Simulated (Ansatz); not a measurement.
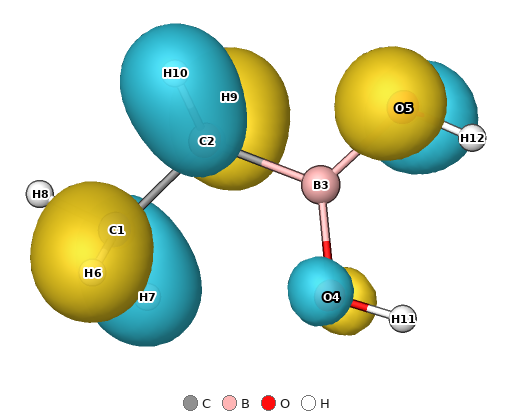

The picture shows: C2H7BO2. The HOMO−1 at ±0.15 Å⁻³ᐟ² (yellow and cyan are the two phases), seen at a tilt.

Geometry: PBE0-D3(BJ)/def2-SVP.

Theory: Ansatz, isolated molecule in a Gaussian basis; Kohn-Sham density functional theory, functional PBE0.

Input

```
basis:
  gaussian: {orbitals: def2-TZVPD}
crystal:
  periodic: [false, false, false]
  atoms:
    - {symbol: C, position_ang: [-0.479221, 1.404329, 0.520743]}
    - {symbol: C, position_ang: [0.892917, 1.011396, -0.008942]}
    - {symbol: B, position_ang: [1.090567, -0.514047, -0.345249]}
    - {symbol: O, position_ang: [0.049176, -1.376822, -0.147442]}
    - {symbol: O, position_ang: [2.308462, -0.911553, -0.825213]}
    - {symbol: H, position_ang: [-0.720108, 0.864907, 1.449757]}
    - {symbol: H, position_ang: [-1.273406, 1.157577, -0.200688]}
    - {symbol: H, position_ang: [-0.547176, 2.482479, 0.734695]}
    - {symbol: H, position_ang: [1.140564, 1.582137, -0.922589]}
    - {symbol: H, position_ang: [1.686781, 1.293469, 0.706659]}
    - {symbol: H, position_ang: [0.228247, -2.295098, -0.370034]}
    - {symbol: H, position_ang: [2.387278, -1.850299, -1.017619]}
hamiltonian: {xc: pbe0}
output: {forces: true, orbitals: {seedname: orbitals}}
```

Command:

```sh
ansatz run input.yaml --threads 2 --pin off --max-ram 4350MiB --events-out events.jsonl --progress --plain --runs-dir runs
```

**What is the character of this orbital?**

Its weight (Hirshfeld) is mainly on O5 (about 20 %), C1 (about 15 %), C2 (about 15 %), H6 (about 10 %), H7 (about 10 %), H9 (about 10 %) and H10 (about 10 %). Its energy is −9.16 eV.
